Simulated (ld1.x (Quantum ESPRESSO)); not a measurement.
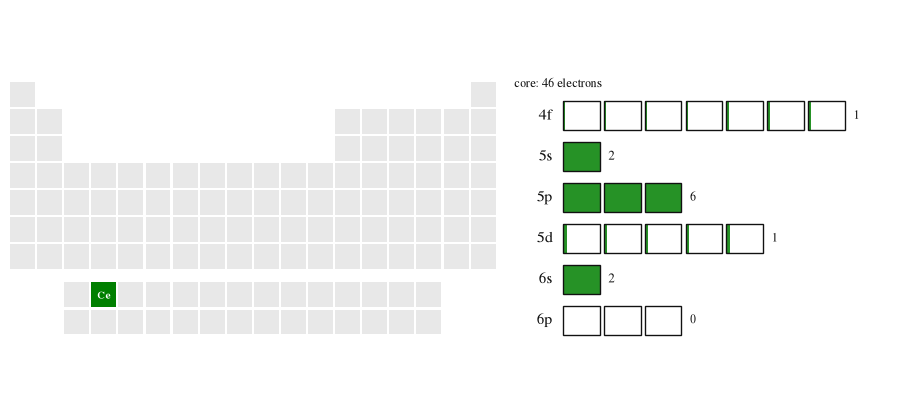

Figure 1. Left, the place of cerium in the periodic table; right, the valence shells of the reference configuration: a box for each of the 2l + 1 orbitals, shaded by the share of the shell that is filled, with the electron count at the right.

Run report: Ce, pseudopotential generation

System: cerium (Ce, Z = 58), core [Kr] 4d10, reference valence 4f1 5s2 5p6 5d1 6s2 6p0, valence charge 12.
Method: TM potential, PBE, scalar-relativistic, made with ld1.x (Quantum ESPRESSO) 7.5.

## Input file
```
 &input
   title='Ce', zed=58., rel=1, dft='PBE', iswitch=3,
   config='[Xe] 4f1 5d1 6s2 6p0',
   nld=4, rlderiv=3.50, eminld=-5.0, emaxld=5.0, deld=0.02
 /
 &inputp
   pseudotype=2, tm=.true., lloc=-1, rcloc=2.00,
   nlcc=.false.,
   file_pseudopw='Ce.UPF', file_wfcaegen='ae.wfc', file_wfcncgen='nc.wfc', file_beta='beta', file_chi='chi'
 /
4
5S  1  0   2.00   0.00  2.65  2.65  0.0
5P  2  1   6.00   0.00  2.75  2.75  0.0
5D  3  2   1.00   0.00  3.20  3.20  0.0
4F  4  3   1.00   0.00  1.60  1.60  0.0
 &test
   configts(1)='4f1 5s2 5p6 5d1 6s2 6p0'
 /
```

Hardware: 1 CPU thread, shared host.

Launched with:
```bash
ld1.x < Ce.in > Ce.out
```

## Output
```
     Program LD1 v.7.5
     --------------------------- All-electron run ----------------------------

     Ce
     scalar relativistic calculation

     atomic number is 58.00
     dft =PBE   lsd =0 sic =0 latt =0  beta=0.20 tr2=1.0E-14
     Exchange-correlation= PBE
                           (   1   4   3   4   0   0   0)
     mesh =1255 r(mesh) = 100.94310 a.u. xmin = -7.00 dx = 0.01250
     1 Ry =  13.60569312 eV, c = 137.03599908

     n l     nl                  e(Ry)          e(Ha)          e(eV)
     1 0     1S 1( 2.00)     -2959.8822     -1479.9411    -40271.2494
     2 0     2S 1( 2.00)      -473.9186      -236.9593     -6447.9906
     2 1     2P 1( 6.00)      -424.4245      -212.2122     -5774.5890
     3 0     3S 1( 2.00)      -102.0511       -51.0255     -1388.4756
     3 1     3P 1( 6.00)       -86.3125       -43.1563     -1174.3417
     4 0     4S 1( 2.00)       -20.6496       -10.3248      -280.9523
     4 1     4P 1( 6.00)       -15.5126        -7.7563      -211.0600
     3 2     3D 1(10.00)       -63.9638       -31.9819      -870.2723
     5 0     5S 1( 2.00)        -2.9833        -1.4916       -40.5896
     5 1     5P 1( 6.00)        -1.7070        -0.8535       -23.2249
     4 2     4D 1(10.00)        -8.1205        -4.0602      -110.4850
     4 3     4F 1( 1.00)        -0.3955        -0.1978        -5.3816
     5 2     5D 1( 1.00)        -0.2248        -0.1124        -3.0589
     6 0     6S 1( 2.00)        -0.2752        -0.1376        -3.7445
     6 1     6P 1( 0.00)        -0.0991        -0.0495        -1.3482

     final scf error:  9.6E-15 reached in  34 iterations

     Etot =  -17720.920199 Ry,   -8860.460100 Ha, -241105.402089 eV

     Ekin =   18783.408991 Ry,    9391.704496 Ha,  255561.298542 eV
     Encl =  -42926.196824 Ry,  -21463.098412 Ha, -584040.660919 eV
     Eh   =    6840.264268 Ry,    3420.132134 Ha,   93066.536514 eV
     Exc  =    -418.396635 Ry,    -209.198318 Ha,   -5692.576226 eV

     normalization and overlap integrals

     s(1S/1S) =  1.000000  <r> =   0.0246  <r2> =    0.0008  r(max) =   0.0158
     s(2S/2S) =  1.000000  <r> =   0.1052  <r2> =    0.0131  r(max) =   0.0887
     s(2P/2P) =  1.000000  <r> =   0.0924  <r2> =    0.0104  r(max) =   0.0717
     s(3S/3S) =  1.000000  <r> =   0.2786  <r2> =    0.0887  r(max) =   0.2534
     s(3P/3P) =  1.000000  <r> =   0.2767  <r2> =    0.0887  r(max) =   0.2502
     s(4S/4S) =  1.000000  <r> =   0.6373  <r2> =    0.4581  r(max) =   0.5928
     s(4P/4P) =  1.000000  <r> =   0.6748  <r2> =    0.5175  r(max) =   0.6154
     s(3D/3D) =  1.000000  <r> =   0.2536  <r2> =    0.0758  r(max) =   0.2049
     s(5S/5S) =  1.000000  <r> =   1.5175  <r2> =    2.5863  r(max) =   1.3697
     s(5P/5P) =  1.000000  <r> =   1.7596  <r2> =    3.5093  r(max) =   1.5520
     s(4D/4D) =  1.000000  <r> =   0.7442  <r2> =    0.6422  r(max) =   0.6551
     s(4F/4F) =  1.000000  <r> =   1.1051  <r2> =    1.6272  r(max) =   0.7061
     s(5D/5D) =  1.000000  <r> =   2.9518  <r2> =   10.5529  r(max) =   2.1480
     s(6S/6S) =  1.000000  <r> =   4.3478  <r2> =   21.4049  r(max) =   3.7231
     s(6P/6P) =  1.000000  <r> =   5.9220  <r2> =   40.2248  r(max) =   4.9016

     ------------------------ End of All-electron run ------------------------

     --------------------- Generating NC pseudopotential ---------------------

      Generating local potential from pseudized AE potential:
      Matching radius rcloc =   2.0000

      Local pseudo, rcloc= 1.993 Estimated cut-off energy=     6.30 Ry

      Wfc   5S  rcut= 2.624  Using Troullier-Martins method

      Wfc   5P  rcut= 2.758  Using Troullier-Martins method

      Wfc   5D  rcut= 3.205  Using Troullier-Martins method

      Wfc   4F  rcut= 1.591  Using Troullier-Martins method

     ------------------- End of pseudopotential generation -------------------

     --------------------------- All-electron run ----------------------------

     Ce
     scalar relativistic calculation

     atomic number is 58.00
     dft =PBE   lsd =0 sic =0 latt =0  beta=0.20 tr2=1.0E-14
     Exchange-correlation= PBE
                           (   1   4   3   4   0   0   0)
     mesh =1255 r(mesh) = 100.94310 a.u. xmin = -7.00 dx = 0.01250
     1 Ry =  13.60569312 eV, c = 137.03599908

     n l     nl                  e(Ry)          e(Ha)          e(eV)
     1 0     1S 1( 2.00)     -2959.8822     -1479.9411    -40271.2494
     2 0     2S 1( 2.00)      -473.9186      -236.9593     -6447.9906
     2 1     2P 1( 6.00)      -424.4245      -212.2122     -5774.5890
     3 0     3S 1( 2.00)      -102.0511       -51.0255     -1388.4756
     3 1     3P 1( 6.00)       -86.3125       -43.1563     -1174.3417
     4 0     4S 1( 2.00)       -20.6496       -10.3248      -280.9523
     4 1     4P 1( 6.00)       -15.5126        -7.7563      -211.0600
     3 2     3D 1(10.00)       -63.9638       -31.9819      -870.2723
     5 0     5S 1( 2.00)        -2.9833        -1.4916       -40.5896
     5 1     5P 1( 6.00)        -1.7070        -0.8535       -23.2249
     4 2     4D 1(10.00)        -8.1205        -4.0602      -110.4850
     4 3     4F 1( 1.00)        -0.3955        -0.1978        -5.3816
     5 2     5D 1( 1.00)        -0.2248        -0.1124        -3.0589
     6 0     6S 1( 2.00)        -0.2752        -0.1376        -3.7445
     6 1     6P 1( 0.00)        -0.0991        -0.0495        -1.3482

     final scf error:  9.6E-15 reached in  34 iterations

     Etot =  -17720.920199 Ry,   -8860.460100 Ha, -241105.402089 eV

     Ekin =   18783.408991 Ry,    9391.704496 Ha,  255561.298542 eV
     Encl =  -42926.196824 Ry,  -21463.098412 Ha, -584040.660919 eV
     Eh   =    6840.264268 Ry,    3420.132134 Ha,   93066.536514 eV
     Exc  =    -418.396635 Ry,    -209.198318 Ha,   -5692.576226 eV

     normalization and overlap integrals

     s(1S/1S) =  1.000000  <r> =   0.0246  <r2> =    0.0008  r(max) =   0.0158
     s(2S/2S) =  1.000000  <r> =   0.1052  <r2> =    0.0131  r(max) =   0.0887
     s(2P/2P) =  1.000000  <r> =   0.0924  <r2> =    0.0104  r(max) =   0.0717
     s(3S/3S) =  1.000000  <r> =   0.2786  <r2> =    0.0887  r(max) =   0.2534
     s(3P/3P) =  1.000000  <r> =   0.2767  <r2> =    0.0887  r(max) =   0.2502
     s(4S/4S) =  1.000000  <r> =   0.6373  <r2> =    0.4581  r(max) =   0.5928
     s(4P/4P) =  1.000000  <r> =   0.6748  <r2> =    0.5175  r(max) =   0.6154
     s(3D/3D) =  1.000000  <r> =   0.2536  <r2> =    0.0758  r(max) =   0.2049
     s(5S/5S) =  1.000000  <r> =   1.5175  <r2> =    2.5863  r(max) =   1.3697
     s(5P/5P) =  1.000000  <r> =   1.7596  <r2> =    3.5093  r(max) =   1.5520
     s(4D/4D) =  1.000000  <r> =   0.7442  <r2> =    0.6422  r(max) =   0.6551
     s(4F/4F) =  1.000000  <r> =   1.1051  <r2> =    1.6272  r(max) =   0.7061
     s(5D/5D) =  1.000000  <r> =   2.9518  <r2> =   10.5529  r(max) =   2.1480
     s(6S/6S) =  1.000000  <r> =   4.3478  <r2> =   21.4049  r(max) =   3.7231
     s(6P/6P) =  1.000000  <r> =   5.9220  <r2> =   40.2248  r(max) =   4.9016

     ------------------------ End of All-electron run ------------------------

     Computing logarithmic derivative in   3.51953

       Warning: n=4, l=3 expected 0 nodes, found 1
       Setting wfc to zero for this iteration
       (This warning will only be printed once per wavefunction)

       Warning: n=1, l=0 expected 0 nodes, found 1
       Setting wfc to zero for this iteration
       (This warning will only be printed once per wavefunction)

       Warning: n=2, l=1 expected 0 nodes, found 1
       Setting wfc to zero for this iteration
       (This warning will only be printed once per wavefunction)

       Warning: n=3, l=2 expected 0 nodes, found 1
       Setting wfc to zero for this iteration
       (This warning will only be printed once per wavefunction)

       Warning: n=2, l=0 expected 1 nodes, found 2
       Setting wfc to zero for this iteration
       (This warning will only be printed once per wavefunction)

 %%%%%%%%%%%%%%%%%%%%%%%%%%%%%%%%%%%%%%%%%%%%%%%%%%%%%%%%%%%%%%%%%%%%%%%%%%%%%%
     Error in routine run_pseudo (1):
     Errors in PS-KS equation
 %%%%%%%%%%%%%%%%%%%%%%%%%%%%%%%%%%%%%%%%%%%%%%%%%%%%%%%%%%%%%%%%%%%%%%%%%%%%%%

     stopping ...
```

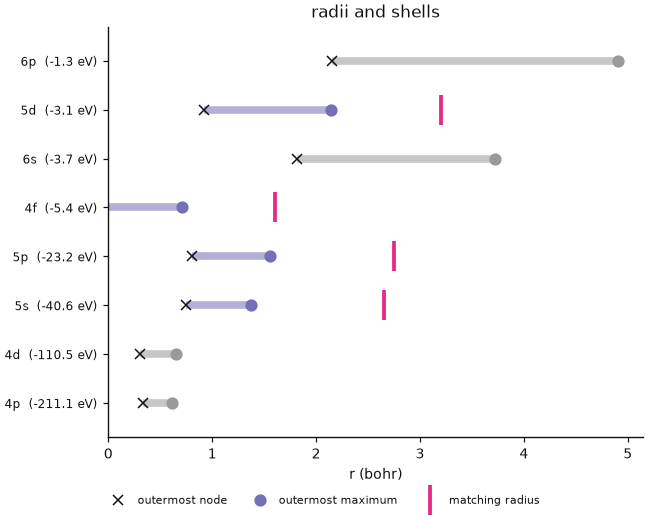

Figure 2. Outer shells of the all-electron reference atom: each bar runs from the outermost node (or the nucleus) to the outermost maximum of u(r); the tick is the radius chosen for the pseudo-wave. Shells without a tick have no pseudo-wave of their own. Levels, nodes and maxima are from ld1.x, scalar-relativistic.

- Radii against the shells: 5s: 2.65 bohr, outside the maximum; 5p: 2.75 bohr, outside the maximum; 4f: 1.60 bohr, outside the maximum; 5d: 3.20 bohr, outside the maximum.

## What the run reported

- outcome: ended with an error
- wall time: 1.4 s

## What went wrong

The generator stopped with the message “run_pseudo: Errors in PS-KS equation”. In words: the pseudo-atom solver did not find the valence states with the expected number of nodes, which is the usual sign of a ghost state.
